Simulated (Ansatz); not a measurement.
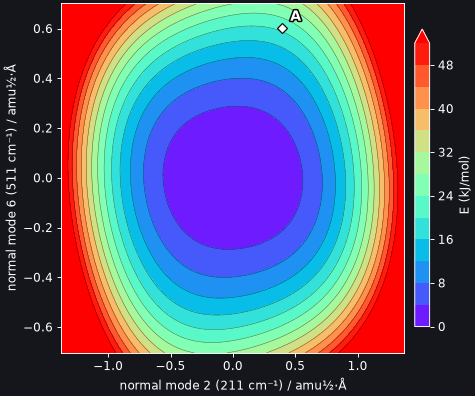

CH₂ClGeO, SMILES O=[C+][GeH2][Cl], charge +1. First axis: normal mode 2 (211 cm⁻¹). Second axis: normal mode 6 (511 cm⁻¹). Nothing is relaxed (straight displacements along the two mass-weighted modes). The scan uses a 15 × 15 grid; 114 points were computed and 111 follow by symmetry. Points are written as (first, second). Energies: kJ/mol, counted from the lowest grid point. The calculation used Ansatz 0.2.0, RKS PBE-D4/def2-SVP.

Drawn: filled contours, one colour for all values above the top of the scale, the point A. Between grid points the surface is interpolated.

**Is A at rest? If not, where is it pushed?**

A, at (0.393 amu½·Å, 0.603 amu½·Å), is not a stationary point. The computed force is 14 kJ/mol for each amu½·Å towards smaller values of normal mode 2 (211 cm⁻¹) and 70 kJ/mol for each amu½·Å towards smaller values of normal mode 6 (511 cm⁻¹).
